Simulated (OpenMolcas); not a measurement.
**A workflow on CH5GaO2 (SMILES [CH3][Ga]([OH])[OH])**

Wanted: a single-point energy (HF/ANO-R0), then a single-point energy (CASSCF(2,2)/ANO-R1), then an energy scan (CASPT2(2,2)/ANO-R1), then the energy along one coordinate (SC-NEVPT2(2,2)/ANO-R1), then an energy scan (MC-PDFT[tPBE](2,2)/ANO-R1) of CH5GaO2. 

The calculation is run with OpenMolcas 26.06.

## (1) Starting point

CH5GaO2: 9 atoms, total charge 0, spin state singlet. SMILES: `[CH3][Ga]([OH])[OH]`. The coordinates come from a PBE0-D4/def2-TZVP relaxation. This is one conformer, not always the lowest.

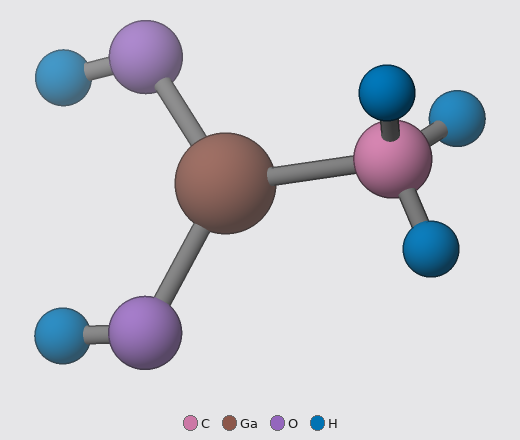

Viewed from a chosen angle; carbon pink, gallium brown, oxygen purple, hydrogen blue.

## (2) A single-point energy at HF/ANO-R0 (sfX2C) (run 1)

The input, mol.xyz:

```xyz
9

C      0.139500     0.740600    -1.385600
Ga    -0.022300    -0.180400     0.314900
O      0.237900    -1.947500     0.443200
O     -0.435700     0.706800     1.814800
H      0.259800     0.024500    -2.197900
H      1.005300     1.404900    -1.368100
H     -0.746600     1.349900    -1.568800
H      0.141200    -2.314500     1.323600
H     -0.490700     0.169600     2.607000
```

The input, step1.input:

```
* CH5GaO2 Hartree-Fock
&GATEWAY
Coord = mol.xyz
Basis = ANO-R0
Group = NoSym
&SEWARD
&SCF
PrOrbitals = 0
&LOCALISATION
Occupied
Freeze
Pipek-Mezey
&LOCALISATION
FileOrb = $Project.LocOrb
Virtual
Pipek-Mezey
```

Started as:

```
export MOLCAS_MEM=1860
pymolcas step1.input > step1.log
```

Log:

```text
--- Start Module: gateway ---
[...]
--- Stop Module: gateway /rc=_RC_ALL_IS_WELL_ ---
[...]
      Basis functions           38
[...]
       Convergence after  13 Iterations
[...]
::    Total SCF energy                              -2132.2160156006
[...]
      Total spin, S                                     0.0000000000
[...]
      Total electronic charge=   58.000000
      Total            charge=   -0.000000
[...]
      Dipole Moment (debye):
      Origin of the operator (angstrom)=   -0.0242   -0.1929    0.3389
                   X= -1.5265E-01               Y= -9.1991E-01               Z=  1.6986E+00           Total=  1.9377E+00
      Quadrupole Moment (debye*angstrom):
[...]
--- Start Module: localisation ---
[...]
--- Stop Module: localisation /rc=_RC_ALL_IS_WELL_ ---
--- Start Module: localisation ---
[...]
--- Stop Module: localisation /rc=_RC_ALL_IS_WELL_ ---
[...]
```

It took 4.5 s on 1 thread of Arm Neoverse V2, shared host; peak memory 0.41 GiB.

## (3) The energy at CASSCF(2,2)/ANO-R1 (sfX2C, RICD fitting) (run 2)

mol.xyz is that of step 2.

The input, step2.inp:

```
* CH5GaO2 CASSCF

&GATEWAY
 COORD = mol.xyz
 BASIS = ANO-R0
 GROUP = NoSym

&SEWARD

&RASSCF
 FILEORB = $CurrDir/step1.LocOrb
 ALTER = 2
 1 27 29
 1 30 34
 SPIN = 1
 NACTEL = 2 0 0
 INACTIVE = 28
 RAS2 = 2
 ORBLISTING = Nothing
>>> COPY $Project.RunFile RUNFIL1
>>> COPY $Project.RasOrb INPORB

&GATEWAY
 COORD = mol.xyz
 BASIS = ANO-R1
 GROUP = NoSym
 RICD

&SEWARD
>>> COPY $Project.RunFile RUNFIL2

&EXPBAS

&RASSCF
 FILEORB = $Project.ExpOrb
 SPIN = 1
 NACTEL = 2 0 0
 INACTIVE = 28
 RAS2 = 2
 ORBLISTING = Nothing
```

Started as:

```
export MOLCAS_MEM=1860
pymolcas step2.inp > step2.log
```

Log:

```text
--- Start Module: gateway ---
[...]
      Basis functions           38
[...]
      Number of active orbitals                  2
[...]
      Spin quantum number                      0.0
[...]
      Active orbitals                            2
[...]
      Number of CSFs                             3
[...]
      Number of root(s) required                 1
[...]
      Convergence after 10 iterations
[...]
      printout of CI-coefficients larger than  0.05 for root  1
      energy=   -2132.227334
      conf/sym  11     Coeff  Weight
             1  20   0.99474 0.98951
             3  02  -0.10243 0.01049
      Natural orbitals and occupation numbers for root  1
      sym 1:   1.979014   0.020986
      ************************************************************************************************************************
      *                                                    Final results                                                     *
[...]
::    RASSCF root number  1 Total energy:  -2132.22733369
[...]
      Basis functions          106
[...]
      Convergence after 14 iterations
[...]
      Natural orbitals and occupation numbers for root  1
      sym 1:   1.978891   0.021109
      ************************************************************************************************************************
      *                                                    Final results                                                     *
[...]
::    RASSCF root number  1 Total energy:  -2133.01208019
[...]
      Total electronic charge=   58.000000
      Total            charge=   -0.000000
[...]
      Dipole Moment (debye):
      Origin of the operator (angstrom)=   -0.0242   -0.1929    0.3389
                   X= -3.9959E-02               Y= -2.8894E-01               Z=  5.5846E-01           Total=  6.3005E-01
      Quadrupole Moment (debye*angstrom):
[...]
```

It took 19 s on 1 thread of Arm Neoverse V2, shared host; peak memory 0.41 GiB.

## (4) An energy scan at CASPT2(2,2)/ANO-R1 (sfX2C, RICD fitting, ipea shift 0.25 Eh, pt2 variant SS) (run 3)

The input, step3.input:

```
>>> COPY $CurrDir/step2.RasOrb $Project.RasOrb
>>> ForEach K in (1, 2, 3, 4, 5, 6, 7, 8, 9)

&GATEWAY
 Coord = $CurrDir/point$K.xyz
 Basis = ANO-R1
 Group = NoSym
 RICD

&SEWARD

&RASSCF
 FileOrb = $Project.RasOrb
 Spin = 1
 Nactel = 2 0 0
 Inactive = 28
 Ras2 = 2
 OrbListing = Nothing

&CASPT2
 Imaginary = 0.2
 Frozen = 12
>>> EndDo
```

Started as:

```
export MOLCAS_MEM=1860
pymolcas step3.input > step3.log
```

Log:

```text
[...]
      Basis functions          106
[...]
      Number of active orbitals                  2
[...]
      Spin quantum number                      0.0
[...]
      Active orbitals                            2
[...]
      Number of CSFs                             3
[...]
      Number of root(s) required                 1
[...]
      Convergence after 10 iterations
[...]
      printout of CI-coefficients larger than  0.05 for root  1
      energy=   -2132.991741
      conf/sym  11     Coeff  Weight
             1  20   0.99647 0.99295
             3  02  -0.08396 0.00705
      Natural orbitals and occupation numbers for root  1
      sym 1:   1.985902   0.014098
      ************************************************************************************************************************
      *                                                    Final results                                                     *
[...]
::    RASSCF root number  1 Total energy:  -2132.99174133
[...]
::    CASPT2 Root  1     Total energy:  -2133.98599750
[...]
      Convergence after 10 iterations
[...]
      Natural orbitals and occupation numbers for root  1
      sym 1:   1.978874   0.021126
      ************************************************************************************************************************
      *                                                    Final results                                                     *
[...]
      Convergence after 11 iterations
[...]
      Convergence after 10 iterations
[...]
      Convergence after  9 iterations
[...]
::    RASSCF root number  1 Total energy:  -2132.89394940
[...]
::    CASPT2 Root  1     Total energy:  -2133.85738440
[...]
      Convergence after  7 iterations
[...]
::    RASSCF root number  1 Total energy:  -2132.89286049
[...]
      Reference weight:           0.82072
[...]
::    CASPT2 Root  1     Total energy:  -2133.85566919
[...]
```

Wall time 2.1 min (1 thread of Arm Neoverse V2, shared host); peak memory 0.16 GiB.

The scan, from its lowest point:

```csv
Ga2–C1 (Å),energy (kJ/mol)
1.747,36.4
1.941,0.0
2.135,26.1
2.426,104.9
2.814,212.0
3.299,304.1
3.881,355.0
4.658,374.0
5.822,378.5
```

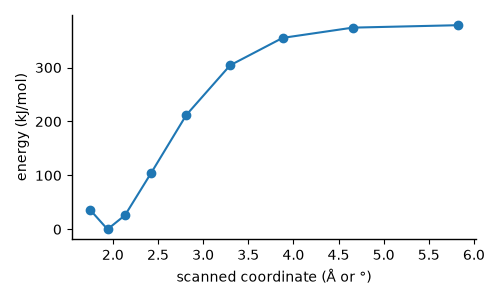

Energy along the scan.

## (5) The energy along one coordinate at SC-NEVPT2(2,2)/ANO-R1 (sfX2C, RICD fitting, pt2 variant SC-NEVPT2) (run 4)

The input, step4.input:

```
>>> COPY $CurrDir/step2.RasOrb $Project.RasOrb
>>> ForEach K in (1, 2, 3, 4, 5, 6, 7, 8, 9)

&GATEWAY
 COORD=$CurrDir/point$K.xyz
 BASIS=ANO-R1
 GROUP=NoSym
 RICD

&SEWARD

&RASSCF
 FILEORB=$Project.RasOrb
 SPIN=1
 NACTEL=2 0 0
 INACTIVE=28
 RAS2=2
 ORBLISTING=Nothing

&CASPT2
 SC-NEVPT2
 FROZEN=12
>>> EndDo
```

Started as:

```
export MOLCAS_MEM=1860
pymolcas step4.input > step4.log
```

Log:

```text
--- Start Module: gateway ---
[...]
      Basis functions          106
[...]
      Number of active orbitals                  2
[...]
      Spin quantum number                      0.0
[...]
      Active orbitals                            2
[...]
      Number of CSFs                             3
[...]
      Number of root(s) required                 1
[...]
      Convergence after 10 iterations
[...]
      printout of CI-coefficients larger than  0.05 for root  1
      energy=   -2132.991741
      conf/sym  11     Coeff  Weight
             1  20   0.99647 0.99295
             3  02  -0.08396 0.00705
      Natural orbitals and occupation numbers for root  1
      sym 1:   1.985902   0.014098
      ************************************************************************************************************************
      *                                                    Final results                                                     *
[...]
::    RASSCF root number  1 Total energy:  -2132.99174133
[...]
::    SC-NEVPT2 Root  1     Total energy:  -2133.97987350
[...]
      Convergence after 10 iterations
[...]
      Natural orbitals and occupation numbers for root  1
      sym 1:   1.978874   0.021126
      ************************************************************************************************************************
      *                                                    Final results                                                     *
[...]
      Convergence after 11 iterations
[...]
      Convergence after 10 iterations
[...]
      Convergence after  9 iterations
[...]
::    RASSCF root number  1 Total energy:  -2132.89394940
[...]
::    SC-NEVPT2 Root  1     Total energy:  -2133.85443356
[...]
      Convergence after  7 iterations
[...]
::    RASSCF root number  1 Total energy:  -2132.89286049
[...]
::    SC-NEVPT2 Root  1     Total energy:  -2133.85275721
[...]
```

Wall time 2 min (1 thread of Arm Neoverse V2, shared host); peak memory 0.16 GiB.

The scan, from its lowest point:

```csv
Ga2–C1 (Å),energy (kJ/mol)
1.747,40.2
1.941,0.0
2.135,22.8
2.426,98.9
2.814,206.1
3.299,300.1
3.881,351.2
4.658,369.6
5.822,374.0
```

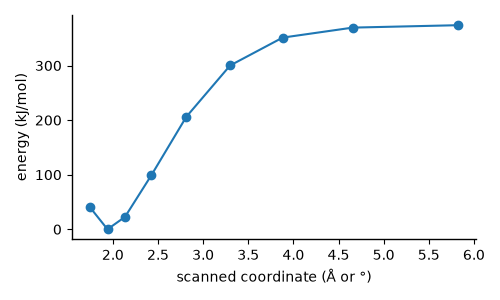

Energy along the scan.

## (6) The energy along one coordinate at MC-PDFT[tPBE](2,2)/ANO-R1 (sfX2C, RICD fitting) (run 5)

The input, step5.inp:

```
>>> EXPORT MOLCAS_PRINT=2
>>> COPY $CurrDir/step2.RasOrb $Project.RasOrb
>>> ForEach K in (1, 2, 3, 4, 5, 6, 7, 8, 9)

&gateway
  coord=$CurrDir/point$K.xyz
  basis=ANO-R1
  group=NoSym
  ricd

&seward

&rasscf
  fileorb=$Project.RasOrb
  spin=1
  nactel=2 0 0
  inactive=28
  ras2=2
  orblisting=Nothing

&mcpdft
  ksdft=T:PBE
>>> EndDo
```

Started as:

```
export MOLCAS_MEM=1860
pymolcas step5.inp > step5.log
```

Log:

```text
--- Start Module: gateway ---
[...]
      Basis functions          106
[...]
      Number of active orbitals                  2
[...]
      Spin quantum number                      0.0
[...]
      Active orbitals                            2
[...]
      Number of CSFs                             3
[...]
      Number of root(s) required                 1
[...]
      Convergence after 10 iterations
[...]
      printout of CI-coefficients larger than  0.05 for root  1
      energy=   -2132.991741
      conf/sym  11     Coeff  Weight
             1  20   0.99647 0.99295
             3  02  -0.08396 0.00705
      Natural orbitals and occupation numbers for root  1
      sym 1:   1.985902   0.014098
      ************************************************************************************************************************
      *                                                    Final results                                                     *
[...]
::    RASSCF root number  1 Total energy:  -2132.99174133
[...]
::    MCPDFT root number  1 Total energy:  -2135.17084919
[...]
      Convergence after 10 iterations
[...]
      Natural orbitals and occupation numbers for root  1
      sym 1:   1.978874   0.021126
      ************************************************************************************************************************
      *                                                    Final results                                                     *
[...]
      Convergence after 11 iterations
[...]
      Convergence after 10 iterations
[...]
      Convergence after  9 iterations
[...]
::    RASSCF root number  1 Total energy:  -2132.89394940
[...]
::    MCPDFT root number  1 Total energy:  -2135.03732633
[...]
      Convergence after  7 iterations
[...]
::    RASSCF root number  1 Total energy:  -2132.89286049
[...]
::    MCPDFT root number  1 Total energy:  -2135.03617584
[...]
```

Run time: 2.2 min. Hardware: 1 thread of Arm Neoverse V2, shared host; peak memory 0.16 GiB.

The scan, from its lowest point:

```csv
Ga2–C1 (Å),energy (kJ/mol)
1.747,36.8
1.941,0.0
2.135,24.4
2.426,101.3
2.814,210.4
3.299,310.7
3.881,368.1
4.658,387.3
5.822,390.4
```

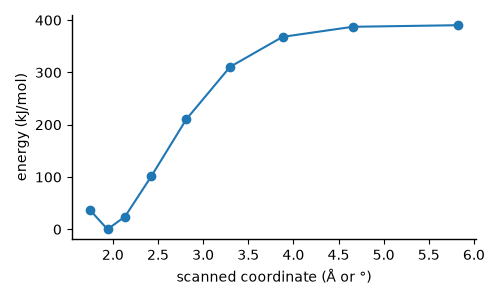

Energy along the scan.

## (7) What came out

```
                                                   quantity           value
                             run 1, HF/ANO-R0: total energy  -2132.21602 Eh
                            run 1, HF/ANO-R0: dipole moment          1.94 D
                              run 1, HF/ANO-R0: HOMO energy       -11.07 eV
                              run 1, HF/ANO-R0: LUMO energy         3.23 eV
                            run 1, HF/ANO-R0: HOMO–LUMO gap        14.30 eV
                    run 2, CASSCF(2,2)/ANO-R1: total energy  -2133.01208 Eh
  run 2, CASSCF(2,2)/ANO-R1: dipole moment (CASSCF density)          0.63 D
       run 3, CASPT2(2,2)/ANO-R1: lowest energy of the scan  -2133.99984 Eh
    run 4, SC-NEVPT2(2,2)/ANO-R1: lowest energy of the scan  -2133.99519 Eh
run 5, MC-PDFT[tPBE](2,2)/ANO-R1: lowest energy of the scan  -2135.18486 Eh
```

**Reading.** Mulliken charges (run 1, HF/ANO-R0) run from -1.07 on C1 to +0.92 on Ga2.
